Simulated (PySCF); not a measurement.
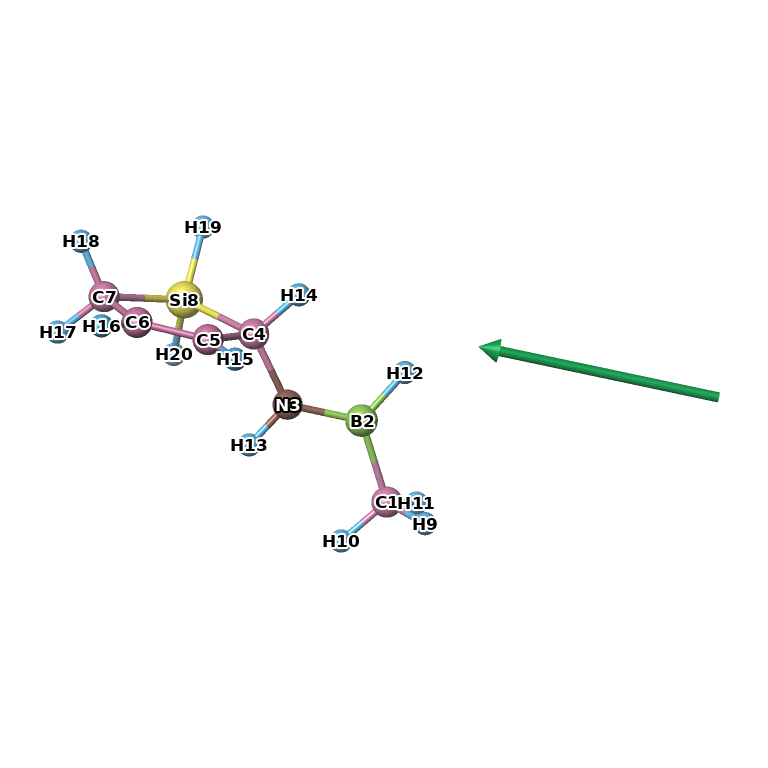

The arrow beside the molecule shows the direction of the dipole moment, from the negative to the positive end (its length means nothing). The computed structure is the end point of a GFN2-xTB optimisation. No frequency run is at hand to confirm it as a minimum. Method: PBE0/pcSseg-1, gas phase (PySCF 2.14.0).

How large is the dipole moment?

2.00 D; it points from the side of H9, H11 to the side of H17, H18 (the outermost atoms at the two ends).

The geometry is semi-empirical. Around B, Si such bond lengths and angles can be off by a tenth of an ångström or more and by several degrees, and values that hang on the shape move with them.
